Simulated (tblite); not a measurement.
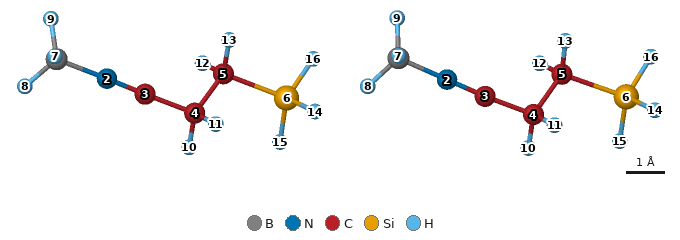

Two geometries of C3H10BNSi, drawn at one scale. One is the start of a relaxation, the other its converged end. A ball-and-stick model, seen at a tilt.

These are results of GFN2-xTB geometry optimisation, gas phase in tblite, not measurements. 

### Which of the two is the end point?

The right one is the relaxed one. Over 52 geometry steps the energy falls by 0.137 eV. An H atom moves most after the best rigid fit: 0.19 Å. Largest moves by element: H 0.19 Å, C 0.07 Å, B 0.06 Å, Si 0.04 Å, N 0.03 Å. Among the contacts that change: C–C 1.471 → 1.437 Å, C–Si 1.875 → 1.908 Å, C–H 1.126 → 1.094 Å, B–N 1.494 → 1.465 Å. Among the angles between lasting bonds that change: N–B–H 110.1° → 105.9°, N–B–H 109.1° → 105.3°, H–B–H 109.4° → 113.0°. The run took 0.49 s on 1 thread of Arm Neoverse N1 (shared host).
